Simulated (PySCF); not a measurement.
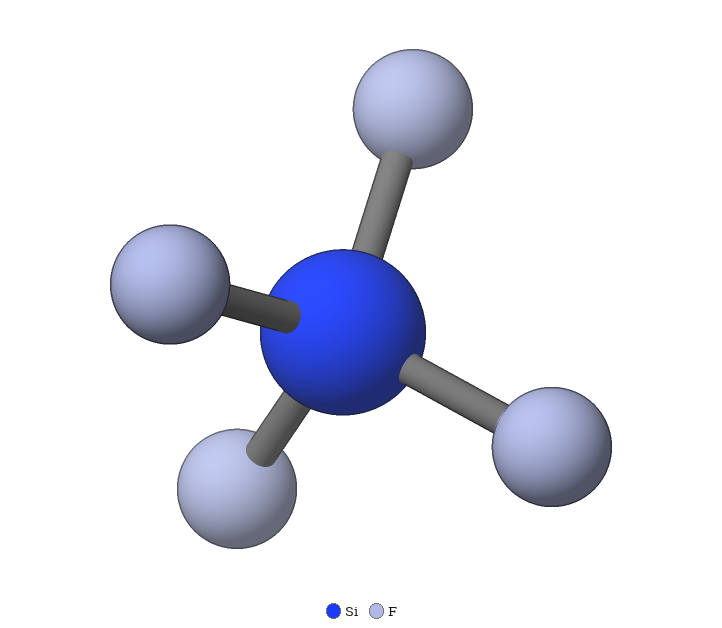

The computed structure is the end point of a PBE0-D3(BJ)/def2-SVP optimisation. No frequency run is at hand to confirm it as a minimum.

Draw it as a skeletal formula.

SMILES: F[Si](F)(F)F

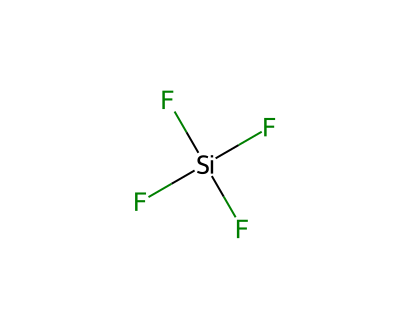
